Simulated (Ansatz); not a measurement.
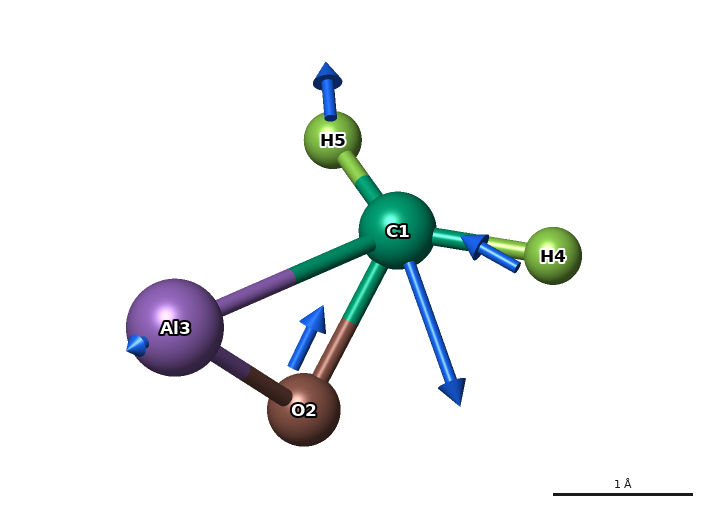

Arrows show the forces on the atoms, 0.2 Å of arrow for 1 eV/Å; forces under a tenth of the largest aren't drawn. State: neutral, doublet. Level of theory: ωB97M-V/def2-TZVPP (Ansatz 0.2.0).

**On which atom is the force largest, and how large is it?**

On C1: 5.61 eV/Å.

**Which bond do the forces act along most?**

C1–H5, now 1.027 Å: the forces push its atoms apart, so a first step downhill lengthens it.

List the force components in the frame of the picture (x right, y up, z towards the viewer), in eV/Å.

```csv
atom,Fx,Fy,Fz
C1,1.84,−5.19,1.05
O2,1.10,2.30,0.30
Al3,−0.67,−0.32,0.63
H4,−2.09,1.17,−0.65
H5,−0.18,2.05,−1.33
```
